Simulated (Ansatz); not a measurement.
Input

```
crystal:
  lattice:
    - [4.5329986921, 0.0, 0.0]
    - [0.0, 4.5329986921, 0.0]
    - [0.0, 0.0, 4.5329986921]
  atoms:
    - { symbol: Mo, position: [0.5, 0.5, 0.5] }
    - { symbol: Ru, position: [0.0, 0.5, 0.5] }
    - { symbol: Ru, position: [0.5, 0.0, 0.5] }
    - { symbol: Ru, position: [0.5, 0.5, 0.0] }
    - { symbol: W, position: [0.0, 0.0, 0.0] }
basis:
  ecutwfc: 420
kpoints:
  mp_grid: { grid: [8, 8, 8] }
hamiltonian:
  xc: pbe
scf:
  occupations: { method: gaussian, width: 0.1 }
output:
  forces: true
  stress: true
  eigenvalues: true
  write_density: true
  write_potential: true
  elf: true
  volumetric_format: npy
relax:
  adjacent_minimum: "off"
  f_tol: 0.01
  max_steps: 80
  cell: { stress_tol: 0.05 }
```

Launched as:

```sh
ansatz run input.yaml --threads 1 --pin off --max-ram 2560MiB --backend cpu --events-out ev --progress --plain --runs-dir out
```

Below, planes, directions and counts refer to the conventional cell (a = 4.53 Å, b = 4.53 Å, c = 4.53 Å, α = 90.00°, β = 90.00°, γ = 90.00°).

The fields are those of the run's last geometry, not of the input's.

Space group Pm-3m; a structure generated by program, which may or may not match a known phase; computed without spin polarisation.

Level of theory: DFT PBE, scalar-relativistic, plane waves, PAW in Ansatz.

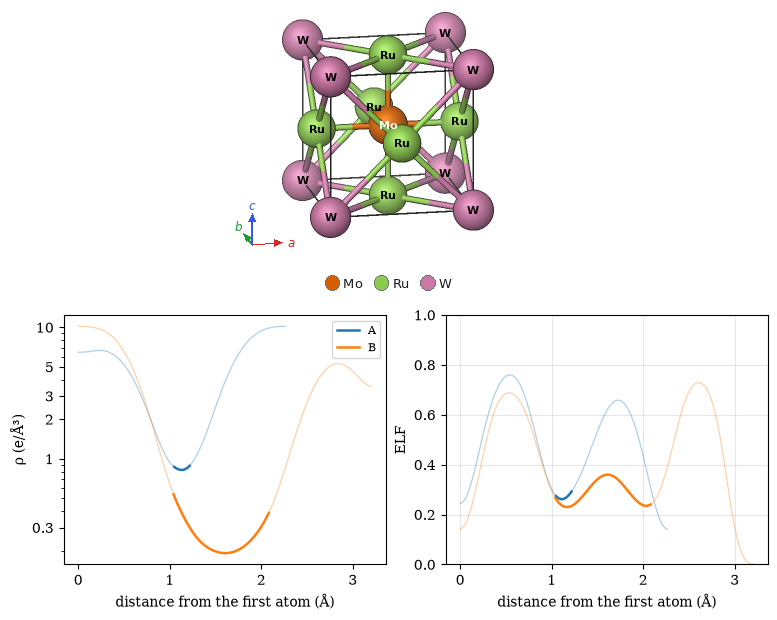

MoRu3W. Valence electron density and electron localisation function along straight lines between neighbouring atoms. Thin, pale parts lie inside the atomic spheres. The structure is drawn too.

In a PAW calculation such maps are meaningful between the atoms, not at the nuclei.

Which curve belongs to which contact (Mo–Ru and Ru–W)? The first atom named is at distance zero.

Answer. Curve A: Mo–Ru (2.26 Å): ρ at the midpoint is about 0.82 e/Å³; the ELF is about 0.25 at the midpoint (no localised pair shows between them). Curve B: Ru–W (3.20 Å): the density is about 0.19 e/Å³ at the midpoint; the ELF is about 0.35 at the midpoint (no localised pair shows between them).
